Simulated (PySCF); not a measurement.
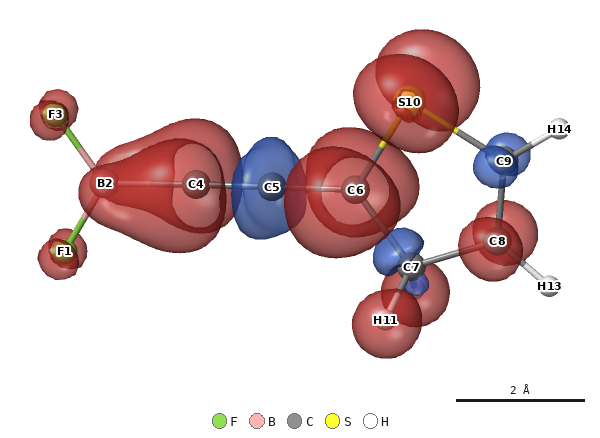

C6H4BF2S (doublet). Isosurfaces of the spin density at +0.015 (red) and −0.015 e/Å³ (blue), seen at a tilt.

Geometry: GFN2-xTB.

Computed with UKS B3LYP, pcH-1 on B C F H S, non-relativistic, mean-field spin-orbit, GIAO (PySCF).

```xyz
14

F     4.4359   -1.2254    0.2568
B     3.8205   -0.0601    0.4337
F     4.6346    0.9479    0.7238
C     2.3439    0.0938    0.3153
C     1.1242    0.2000    0.2132
C    -0.2199    0.3112    0.1004
C    -1.1495   -0.8160   -0.2251
C    -2.5247   -0.2454   -0.2498
C    -2.6003    1.0551    0.0097
S    -1.0566    1.8178    0.3275
H    -0.8886   -1.2684   -1.1899
H    -1.0655   -1.6156    0.5216
H    -3.3764   -0.8670   -0.4646
H    -3.4783    1.6714    0.0455
```

### Which atoms carry the spin?

The unpaired spin (1 electron) lies mostly on C6 (about 0.3), C4 (about 0.2), S10 (about 0.2) and B2 (about 0.1), in electrons by Hirshfeld's partition.
